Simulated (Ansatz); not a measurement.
# BFH3OSi (charge +1): what the fields show

Input file:

```
crystal:
  periodic: [false, false, false]
  atoms:
    - {symbol: B, position_ang: [0.944204, 1.032073, -0.140274]}
    - {symbol: O, position_ang: [-1.211418, -1.446477, 0.191607]}
    - {symbol: Si, position_ang: [-1.589597, 0.049952, 0.058113]}
    - {symbol: F, position_ang: [2.100029, 1.581150, -0.240933]}
    - {symbol: H, position_ang: [0.347884, 0.669930, -1.145878]}
    - {symbol: H, position_ang: [0.431916, 0.879122, 0.960685]}
    - {symbol: H, position_ang: [-0.900198, -2.352276, 0.269147]}
basis:
  gaussian: {orbitals: def2-TZVPP}
total_charge: 1
hamiltonian: {xc: pbe0, dispersion: d4}
output: {orbitals: {seedname: orbitals}}
```

Run with:

```sh
ansatz run in.yaml --threads 2 --pin off --events-out ev --progress --plain --max-ram 4352MiB
```

Geometry: PBE0-D4/def2-TZVP; at this geometry the atoms fall into two loosely joined parts.

Method: RKS PBE0-D4/def2-TZVPP (Ansatz).

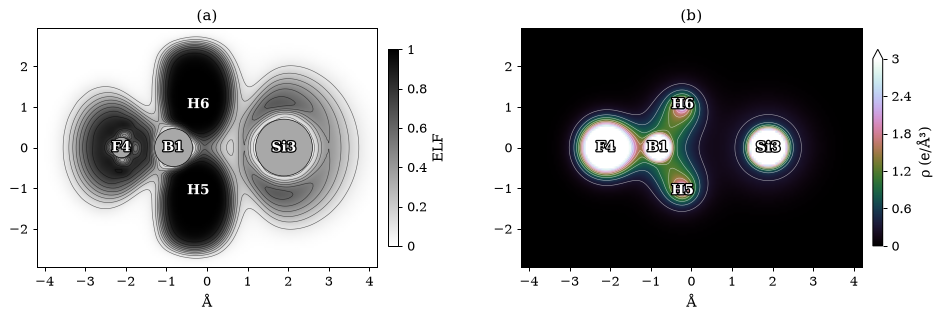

Figure 1. (a) electron localisation function; (b) electron density on the plane of atoms H5, B1 and H6. Grey discs cover the atomic cores in the ELF map.

Question: Describe what can be read from this map.

Answer:
- The section cuts through B, Si, F and H sites.
- B–F (1.28 Å): ρ at the midpoint is about 2.5 e/Å³; the ELF peaks at about 0.85 between the atoms: a polar covalent bond.
- B–H (1.22 Å): ρ is about 1.2 e/Å³ halfway; the ELF climbs to about 1 towards the hydrogen, as it does in any bond to H; an ordinary covalent bond to hydrogen.
- The ELF also peaks beside F4, away from the bonds: lone-pair regions.

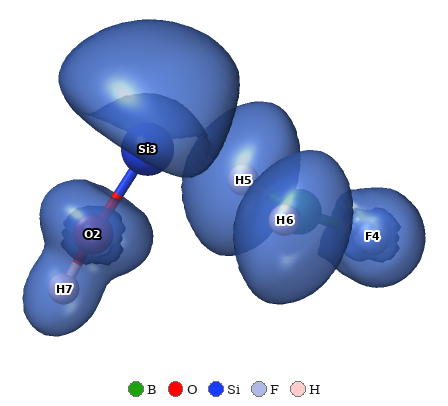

Figure 2. Isosurface of the ELF at 0.75 (blue), seen at a tilt. Core shells and regions of very low density are left out.

Question: Identify the bonds, lone pairs and shells in this picture.

Answer: The surface consists of two regions around hydrogen nuclei, one region on F in which the atom's valence shell and bonds are merged, one lobe on Si, pointing away from the bonds (lone pairs) and one joined region spread over several atoms (H, O), in which their bonds and any lone pairs are merged.


 Si–O (1.55 Å): the ELF peaks at about 0.85 between the atoms, as expected for a polar covalent bond.

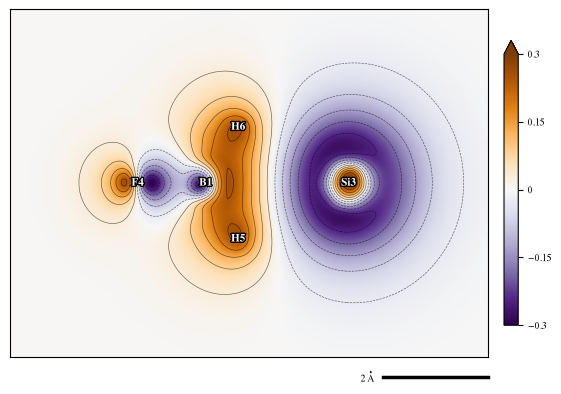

Figure 3. The HOMO−1 on the plane of atoms H5, B1 and H6 (values in Å⁻³ᐟ²; the overall sign is arbitrary).

Question: Describe this orbital and give its energy.

Answer: By Hirshfeld shares it lies mainly on Si3 (about 75 %), B1 (about 10 %) and O2 (about 10 %). Its energy is −15.36 eV.

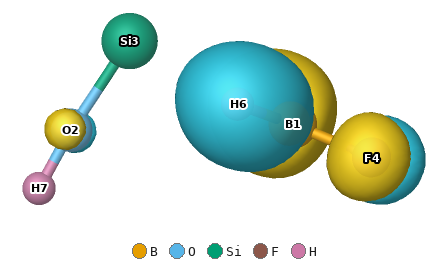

Figure 4. The HOMO at ±0.15 Å⁻³ᐟ² (yellow and cyan are the two phases), seen at a tilt.

Question: What is the character of this orbital?

Answer: Its weight (Hirshfeld) is mainly on B1 (about 25 %), F4 (about 25 %), H5 (about 20 %) and H6 (about 20 %). Its energy is −14.86 eV.
